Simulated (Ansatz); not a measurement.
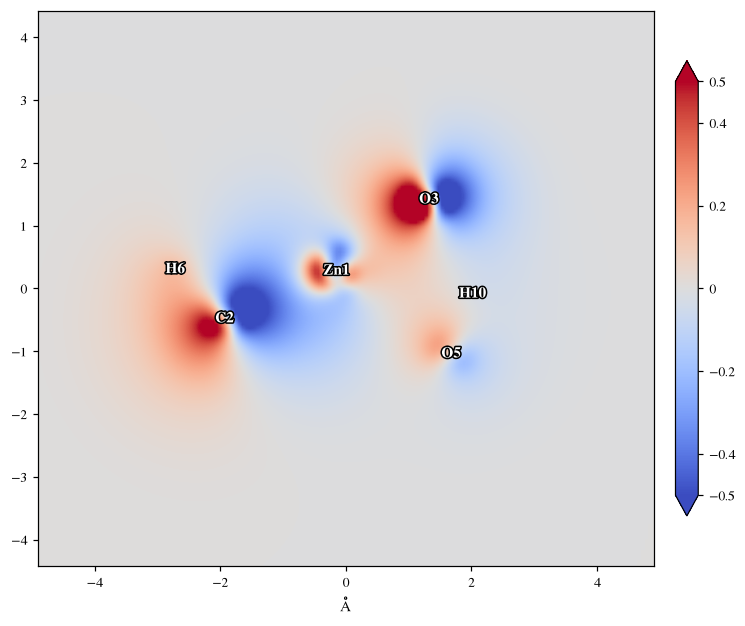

Figure 1: CH6O2Zn. The HOMO−1 on the plane of atoms C2, Zn1 and O5 (values in Å⁻³ᐟ²; the overall sign is arbitrary).

All numbers below come from RKS PBE/def2-SVP (Ansatz).

```xyz
10

Zn   -0.2089   -0.1937   -0.2630
C     1.1311   -1.5175    0.2009
O    -1.5502    0.7929   -1.0945
H     0.2487    2.4374    0.5645
O    -0.3683    1.7462    0.8709
H     1.0568   -2.4223   -0.4358
H     2.1528   -1.1011    0.0811
H     1.0205   -1.8319    1.2590
H    -2.3603    0.3337   -1.3734
H    -1.1220    1.7565    0.1903
```

**Where does this orbital lie, and at what energy?**

Its weight (Hirshfeld) is mainly on O3 (about 35 %), C2 (about 30 %) and Zn1 (about 20 %). Its energy is −6.18 eV.
